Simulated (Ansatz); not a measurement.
## Single-point calculation of SnNH7O

System: SnNH7O.
Method: RKS PBE0-D4/def2-TZVPP (Ansatz 0.2.0).

The geometry is a transition state. The reaction was set up to form Sn1–N7 and O2–H6 and to break Sn1–O2 and H6–N7 (atoms counted from 1 in the order of the input); sticks are drawn by distance alone. The geometry comes from this level: PBE0-D4/def2-TZVP.

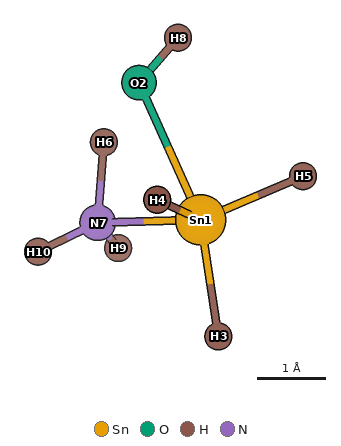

Fig. 1: The input geometry (ball-and-stick view, seen at a tilt; atoms are numbered from 1 in the order of the input). Sticks mark near contacts. Bond lengths as drawn: H–N 1.01 to 1.21 Å, H–O 0.96 Å, H–Sn 1.70 to 1.75 Å, N–Sn 2.19 Å and O–Sn 2.31 Å.

Summary

| quantity | value |
| --- | --- |
| outcome | converged |
| total energy | −9479.6400 eV |
| mean-field energy | −9479.5007 eV |
| dispersion energy | −0.1393 eV |
| SCF solution under orbital rotations | stable |
| HOMO | −7.06 eV |
| LUMO | −0.34 eV |
| hardware | 4 threads of Arm Neoverse V2, 23 GiB of memory available, shared host |
| wall time | 1.6 s (CPU time 5.7 s) |
| peak memory | 0.42 GiB |

Input file
```yaml
crystal:
  periodic: [false, false, false]
  atoms:
    - {symbol: Sn, position_ang: [0.984806, 0.415860, -0.136368]}
    - {symbol: O, position_ang: [-0.060288, -1.349853, 0.924379]}
    - {symbol: H, position_ang: [1.102992, 1.838182, -1.144785]}
    - {symbol: H, position_ang: [1.963365, -0.751377, -0.891285]}
    - {symbol: H, position_ang: [1.366516, 1.005730, 1.422074]}
    - {symbol: H, position_ang: [-0.980168, -0.724790, 0.271923]}
    - {symbol: N, position_ang: [-1.149171, 0.145009, -0.547412]}
    - {symbol: H, position_ang: [-0.098859, -1.351091, 1.882383]}
    - {symbol: H, position_ang: [-1.741864, 0.925281, -0.296099]}
    - {symbol: H, position_ang: [-1.387329, -0.152851, -1.484910]}
basis:
  gaussian: {orbitals: def2-TZVPP}
hamiltonian: {xc: pbe0, dispersion: d4}
output: {orbitals: {seedname: orbitals}}
```

Launched with:
```bash
ansatz run in.yaml --threads 4 --pin off --events-out ev --progress --plain --max-ram 9574MiB
```

Log
```
Functional definition: PBE0
  name "PBE0"
  cite "Adamo & Barone, J. Chem. Phys. 110, 6158 (1999) doi:10.1063/1.478522"
  cite "Perdew, Burke & Ernzerhof, Phys. Rev. Lett. 77, 3865 (1996) doi:10.1103/PhysRevLett.77.3865"
  parent pbe
  parameter a = 0.25
  parameter kappa = 0.804
  parameter beta = 0.06672455060314922
  exchange = (1 - a)*pbe_x(kappa = kappa, mu = beta*pi^2/3) + a*exact_x
  correlation = pbe_c(beta = beta)
1180 factors; their error is unknown
mean field evaluation 1: about -9470.3088 eV, gradient 7.3e1 eV
mean field evaluation 2: about -9450.8191 eV, gradient 1.2e2 eV
mean field evaluation 4: about -9479.2550 eV, gradient 9.7e0 eV
mean field evaluation 8: about -9479.4226 eV, gradient 3.2e-1 eV
mean field evaluation 16: about -9479.5007 eV, gradient 7.5e-5 eV
mean field -9479.50065249 eV, -348.3652235425 hartree, gradient 7.5e-5 eV, S^2 0.000000; 0 other end points of the search recorded, 0 dependent functions left out
reference -9479.50068917 eV, -348.3652248906 hartree; 22, 22 occupied and 188, 188 virtual orbitals, 1180 factors
Total energy: -9479.64003432 eV, -348.3703457305 hartree
```

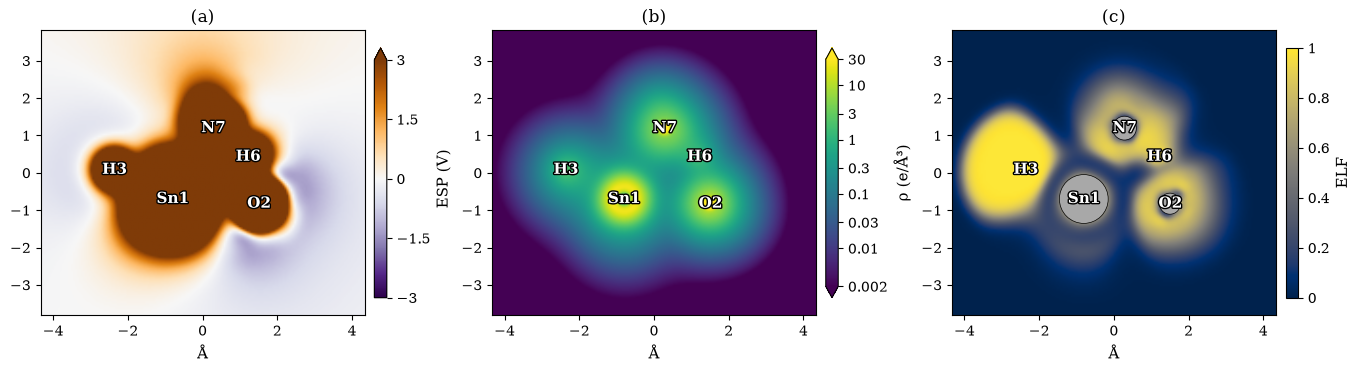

Fig. 2: (a) molecular electrostatic potential; (b) total electron density; (c) electron localisation function on the plane of atoms O2, Sn1 and H3. Grey discs, where drawn, cover atomic cores. Sn–O (2.31 Å): ρ is about 0.38 e/Å³ halfway; the ELF is about 0.15 at the midpoint.

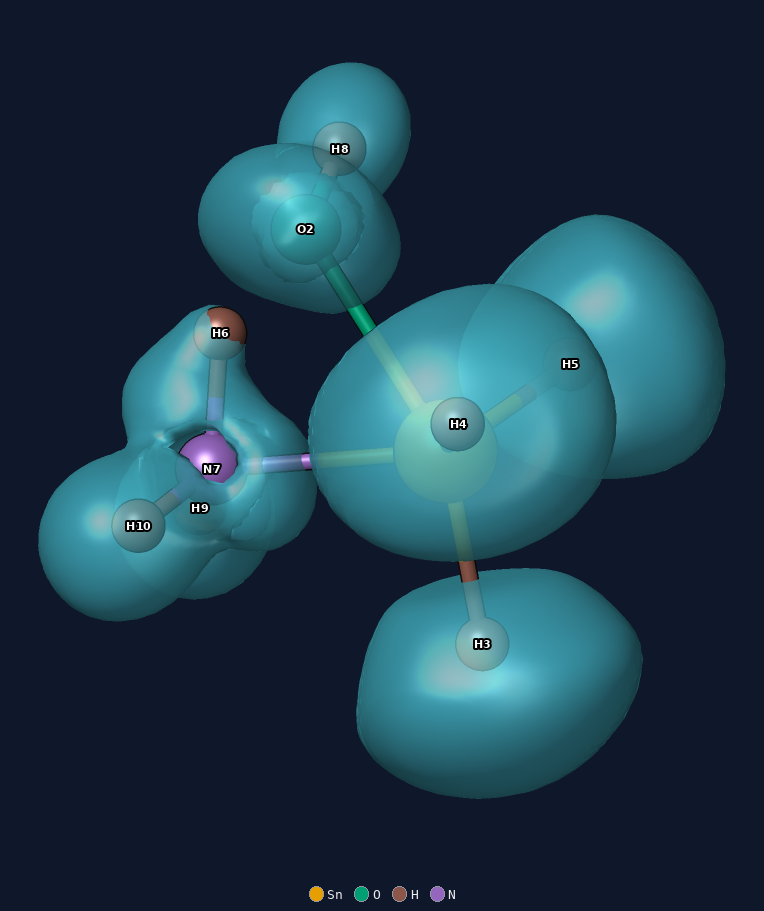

Fig. 3: Isosurface of the electron localisation function at 0.75 (cyan), seen at a tilt. Core shells and regions of very low density are left out. Along the contacts the grid gives the following. Sn–N (2.19 Å): the ELF peaks at about 0.90 in the valence shell of N, 0.7 Å from its nucleus, and drops to about 0.15 between the two atoms. Sn–O (2.31 Å): the ELF is about 0.15 at the midpoint.

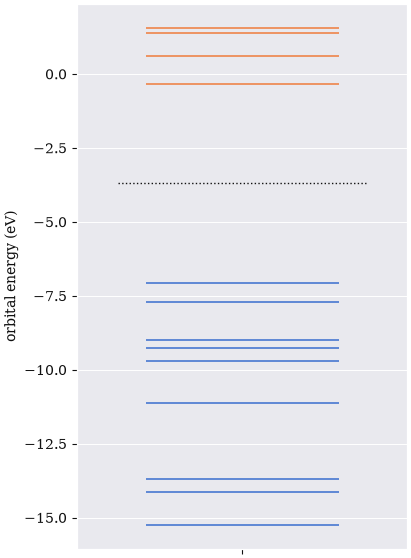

Fig. 4: Orbital energies near the frontier; the dotted line parts filled from empty levels, and levels within 0.02 eV of each other stand side by side. Highest filled −7.06 eV, lowest empty −0.34 eV, 6.72 eV apart.
